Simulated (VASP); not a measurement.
Band structure of NiH (space group Fm-3m). All values below come from PBEsol GGA, VASP's PBE PAW potentials (set 64) (plane waves; VASP).

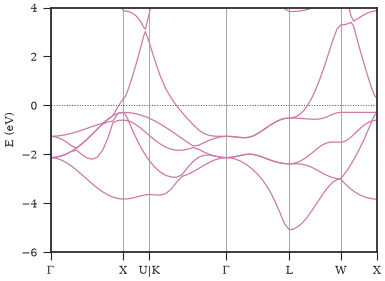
Figure. Bands along high-symmetry lines, zero at the valence-band maximum or, without a gap, the Fermi level

Task: Read the plot: is there a gap, and where are the band edges?

Result: It has no gap at this level: it comes out as a metal or semimetal. (Edges off the drawn lines would not show.)

The structure comes from a computed database's NiH entry (Fm-3m); how it stands against other phases isn't given here. It was relaxed first. The run is not spin-polarised, so no magnetic state was tried. The electron count is odd and the run is not spin-polarised, which forces a metal.
